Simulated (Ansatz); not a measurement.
# Ligand exchange: C3H7Br + AuOH → C3H8O + AuBr

Species: C3H7Br (1-bromopropane) `CCCBr`, singlet; AuOH `[OH][Au]`, singlet; C3H8O `CCCO`, singlet; AuBr (bromogold), singlet. The partners trade Br for OH: C–Br and Au–OH bonds give way to C–OH and Au–Br.

Shapes, held fixed at every level: PBE0-D4/def2-TZVP. Flexible molecules stand in one conformer, not always the lowest. Programs: Ansatz 0.2.0. Electronic energies: no zero-point or thermal term.

| level | kind | ΔE (kJ/mol) | less CCSD(T)/def2-TZVPP | CPU time (sum over the molecules) |
| --- | --- | --- | --- | --- |
| r2SCAN-D4/def2-TZVPP | meta-GGA | -120.5 | +5.9 | 33 s |
| PBE0-D4/def2-TZVPP | global hybrid | -135.6 | -9.2 | 20 s |
| wB97M-V/def2-TZVPP | range-separated hybrid | -137.4 | -11.0 | 79 s |
| wB97X-V/def2-TZVPP | range-separated hybrid | -136.3 | -9.9 | 55 s |
| B2PLYP/def2-TZVPP | double hybrid | -126.7 | -0.3 | 41 s |
| MP2/def2-TZVPP | perturbation theory | -119.3 | +7.1 | – |
| CCSD(T)/def2-TZVPP | coupled cluster or CI | -126.4 | 0.0 | 14 min |

The highest level, CCSD(T)/def2-TZVPP, gives ΔE = -126.4 kJ/mol; the levels span -137.4 to -119.3. The column of differences is taken from that level and isn't an error. No measured value is set beside it here. T1 is large for AuOH, so single-reference values are less sure there. For atoms past krypton def2 sets carry core potentials with scalar relativity. Relativity is left out for Br unless named. Correlated rows may include outer-core shells of Au, Br, which these sets cover unevenly. Times are processor times on shared x86 and Arm servers, and rough.

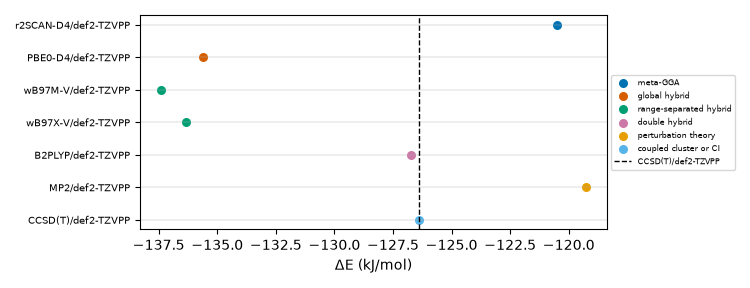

The values of the table, level by level.
